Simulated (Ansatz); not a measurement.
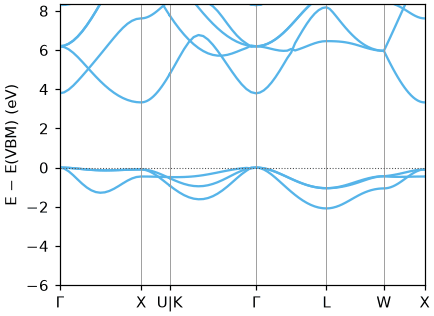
Figure. Band structure from PBE (plane waves, PAW; program Ansatz)

Read off the gap and where the band edges lie.

About 3.3 eV (3.33 eV by a search for the band edges); maximum at Γ, minimum at X.

The material is SrO (rock salt, Fm-3m).

The PBE relaxation kept the symmetry of its start. Spin–orbit coupling is left out wherever it is not named.

Potentials: the later of the program's two PAW sets.
